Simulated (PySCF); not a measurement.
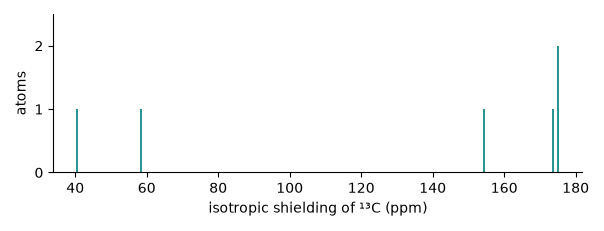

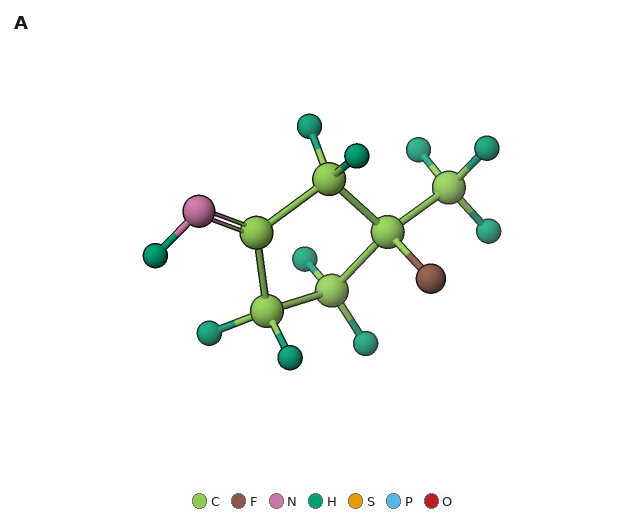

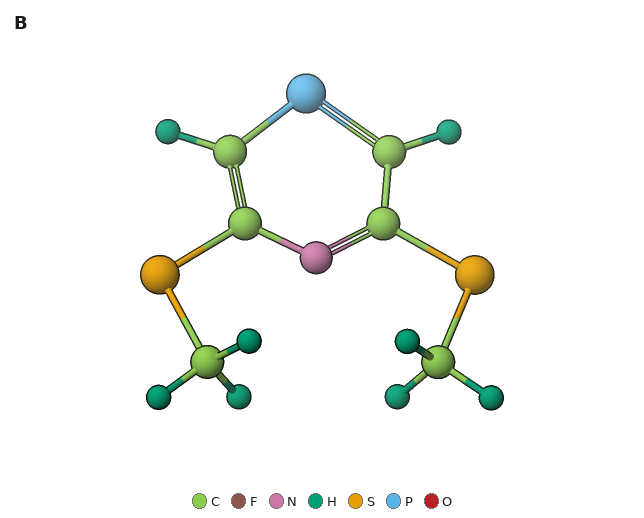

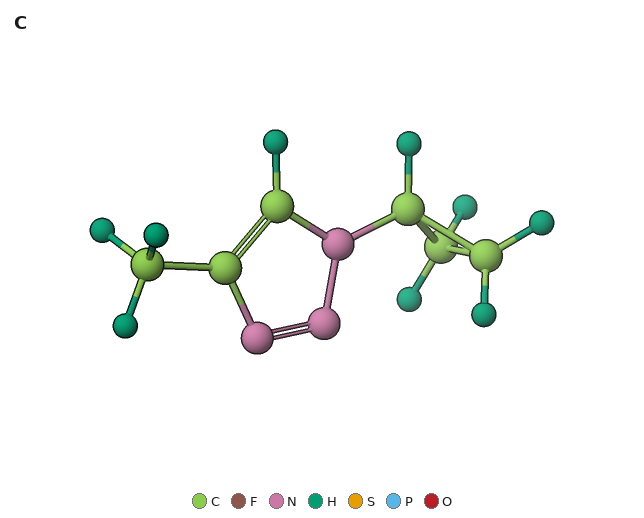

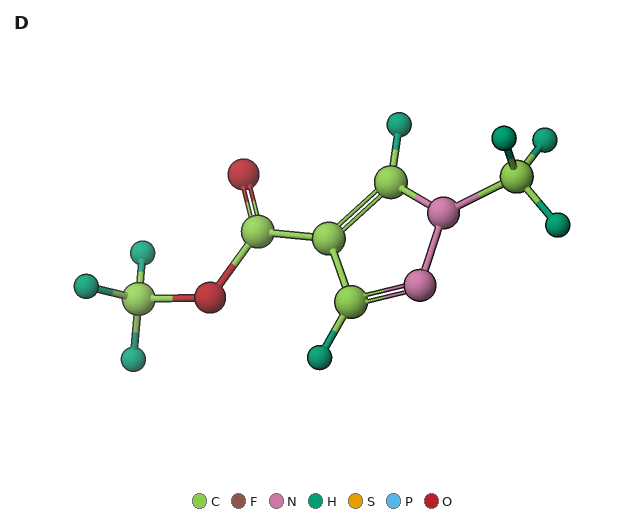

The sticks are computed shieldings of one of the molecules, for one fixed geometry (GFN2-xTB) without averaging over rotations. Low shielding means a high chemical shift. Method: GIAO PBE0/pcSseg-1 NMR shielding, non-relativistic, gas phase (PySCF 2.14.0).

**Which molecule gives this pattern?**

C, `Cc1cn(C2CC2)nn1`. Its 6 C atoms give lines at 40.6, 58.4, 154.4, 173.7, 175.2 (2 atoms) ppm.

The geometry is semi-empirical. Around P such bond lengths and angles can be off by a tenth of an ångström or more and by several degrees, and values that hang on the shape move with them.
